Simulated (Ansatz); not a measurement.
```
Al Ga As
1.0
     4.05824    0.00000    0.00000
     0.00000    4.05824    0.00000
     0.00000    0.00000   28.69315
Al Ga As
4 6 10
Direct
  0.50000 0.50000 0.40006
  0.00000 0.00000 0.90006
  0.00000 0.00000 0.09994
  0.50000 0.50000 0.59994
  0.50000 0.50000 0.00000
  0.00000 0.00000 0.50000
  0.50000 0.50000 0.19991
  0.00000 0.00000 0.69991
  0.00000 0.00000 0.30008
  0.50000 0.50000 0.80008
  0.50000 0.00000 0.44971
  0.00000 0.50000 0.94971
  0.50000 0.00000 0.05029
  0.00000 0.50000 0.55029
  0.00000 0.50000 0.14961
  0.50000 0.00000 0.64961
  0.50000 0.00000 0.25000
  0.00000 0.50000 0.75000
  0.00000 0.50000 0.35039
  0.50000 0.00000 0.85039
```

Space group I-4m2; a structure generated by program, which may or may not match a known phase; computed pressure about −2 GPa in this cell.

Computed with DFT r2SCAN, scalar-relativistic, plane waves, PAW (Ansatz 0.2.0).

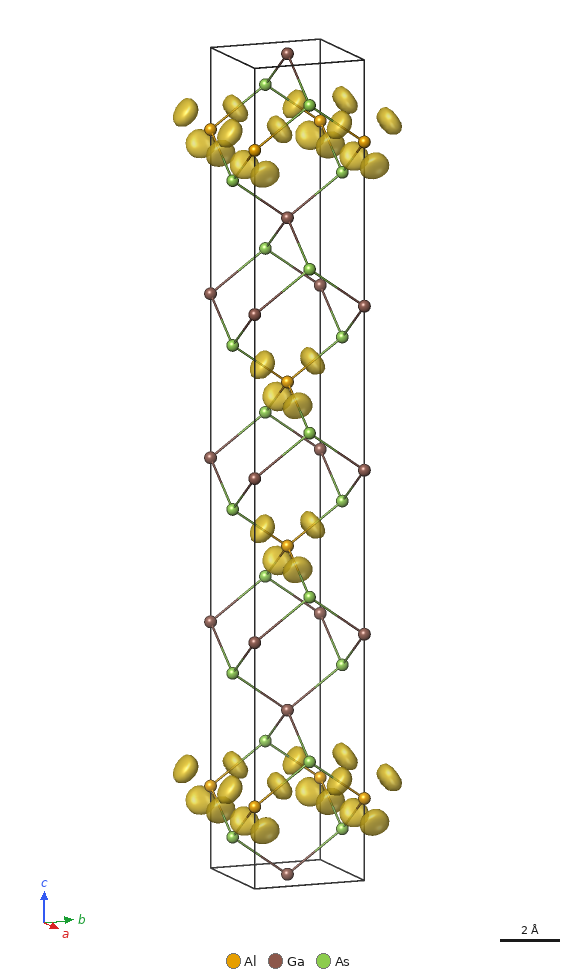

Al2Ga3As5. Isosurface of the electron localisation function at 0.85 (yellow), seen slightly off an axis. Core shells and regions of very low density are left out. Sticks mark near contacts.

Core electrons are frozen (PAW), and the valence fields are smoothed inside the atomic spheres.

### Describe the localisation domains.

The surface consists of 16 regions between bonded Al–As atoms (shared pairs), counted in one cell of 20 atoms. Any copies at cell faces, edges or corners count once. Profiles from the grid: Al–As (2.48 Å): the ELF peaks at about 0.95 between the atoms (localised, covalent bonding). Ga–As (2.49 Å): the ELF peaks at about 0.80 between the atoms (a covalent bond).
